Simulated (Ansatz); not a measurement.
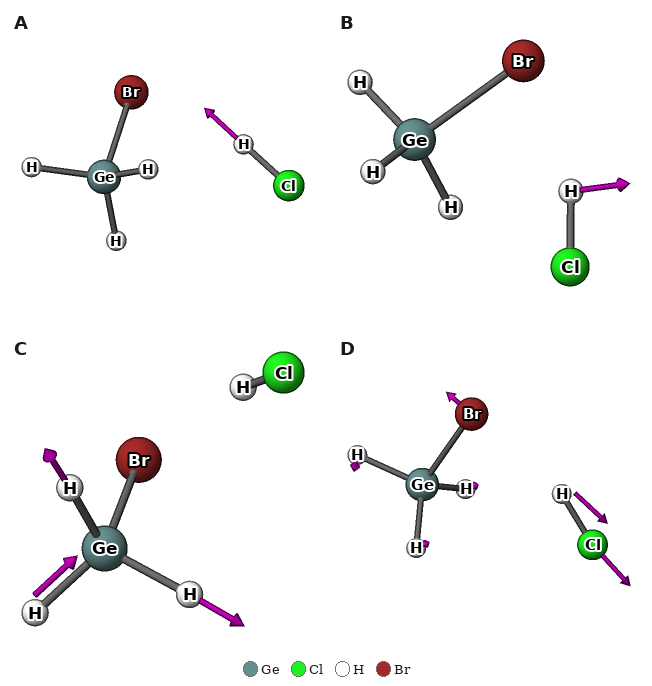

4 normal modes of one molecule or complex, as arrows. Harmonic vibrations computed with RKS PBE0-D4/def2-TZVP (Ansatz 0.2.0) at a stationary point of the same level.

Match the panels to the wavenumbers 81 cm⁻¹, 342 cm⁻¹, 2201 cm⁻¹, 2834 cm⁻¹.

A: 2834 cm⁻¹, Cl–H stretching
B: 342 cm⁻¹
C: 2201 cm⁻¹, out-of-phase stretching of 3 Ge–H bonds
D: 81 cm⁻¹
